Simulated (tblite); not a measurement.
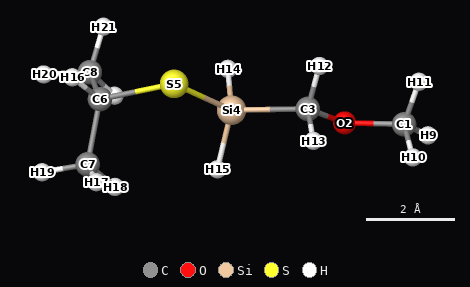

**Figure 1.** The structure as given in the input (ball-and-stick view, seen at a tilt; atoms are numbered from 1 in the order of the input). Bond lengths as drawn: C–C 1.52 Å, C–H 1.09 to 1.10 Å, C–O 1.40 to 1.41 Å, C–S 1.85 Å, C–Si 1.89 Å, H–Si 1.46 Å and S–Si 2.14 Å.

# Frequency calculation of C₅H₁₄OSSi

System: C₅H₁₄OSSi.
Method: GFN2-xTB harmonic vibrations, gas phase (tblite 0.8.0).

It belongs to a series of runs on one base structure; here: H on S replaced by iPr.

The program's output:
```
mode    cm-1     km/mol
  1      35.1      0.71
  2      43.2      1.95
  3      63.9      2.40
  4      78.3      5.56
  5      94.5      2.61
  6     150.9      1.82
  7     207.3      2.87
  8     214.9      0.34
  9     221.8      4.11
 10     247.6      0.14
 11     294.5      1.59
 12     328.3      0.51
 13     374.7      6.63
 14     433.9      1.75
 15     461.1     57.86
 16     530.4     55.98
 17     580.6      1.43
 18     630.1      2.64
 19     715.8    418.53
 20     776.5    176.17
 21     788.9     53.91
 22     807.8     34.33
 23     930.4      1.25
 24     947.0      1.48
 25     976.5      0.05
 26     977.6     46.06
 27    1073.0     18.91
 28    1102.8     80.87
 29    1132.8      1.27
 30    1147.0      4.68
 31    1156.2     11.12
 32    1166.7     14.73
 33    1193.1     24.53
 34    1243.9     28.35
 35    1296.5      3.17
 36    1300.6      2.58
 37    1400.7     11.81
 38    1405.7      3.69
 39    1412.8      5.61
 40    1469.4      4.88
 41    1484.2      2.55
 42    1486.4      9.80
 43    1488.0      0.96
 44    1492.4      8.60
 45    1494.0      0.53
 46    1498.5      4.37
 47    2254.0    334.09
 48    2275.3    114.32
 49    2853.4     67.92
 50    2887.8     54.38
 51    2893.9     56.42
 52    2918.0     57.88
 53    2954.8      7.55
 54    3017.3      1.35
 55    3021.7     70.29
 56    3023.9     25.41
 57    3032.6     10.44
 58    3040.7     33.83
 59    3045.5     19.78
 60    3048.6     13.60
```

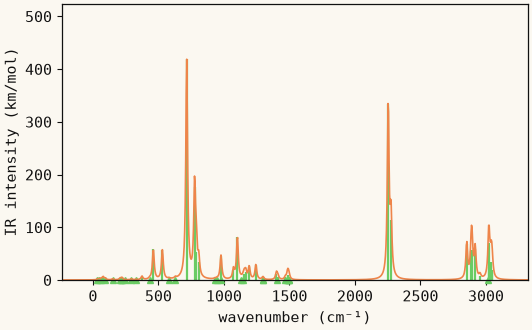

**Figure 2.** Harmonic infrared spectrum, unscaled: sticks (degenerate modes added up, dark ones marked on the axis) with a Lorentzian envelope of 16 cm⁻¹ full width, scaled to the tallest stick. 60 modes from 35 to 3049 cm⁻¹, none imaginary. The strongest line is at 716 cm⁻¹ (419 km/mol).

This output came from the following input.

Input file:
```
{"job": {"kind": "ir", "xc": "GFN2-xTB", "basis": "xTB"}, "charge": 0, "multiplicity": 1}
C      4.407648     0.259067    -0.003914
O      3.055934     0.564125    -0.229337
C      2.165475    -0.292287     0.454829
Si     0.444676     0.337369    -0.027085
S     -0.950910    -0.848428     1.081831
C     -2.600332    -0.441520     0.356939
C     -2.763948    -1.097640    -1.002476
C     -2.844603     1.055124     0.310209
H      4.992414     0.978259    -0.574417
H      4.646202    -0.757496    -0.341280
H      4.660697     0.342972     1.060453
H      2.342659    -0.244188     1.537800
H      2.329121    -1.335199     0.151090
H      0.312373     1.744608     0.344341
H      0.237809     0.157992    -1.463092
H     -3.286780    -0.902958     1.071306
H     -2.558805    -2.162825    -0.934680
H     -2.082995    -0.656377    -1.726383
H     -3.783622    -0.960291    -1.358295
H     -3.889421     1.247456     0.072031
H     -2.619886     1.510983     1.271011
H     -2.224115     1.520637    -0.452514
```

The first line tells a small driver script what to run in tblite; the rest is the geometry in Å.

Launch command:
```bash
OMP_NUM_THREADS=1 python <driver script> task.json out
```

Results in brief:

| quantity | value |
| --- | --- |
| outcome | converged |
| total energy | −731.9979 eV |
| zero-point energy | 112.3990 kcal/mol |
| hardware | 1 CPU thread, shared host |
| wall time | 1.1 s |
| peak memory | 0.24 GiB |
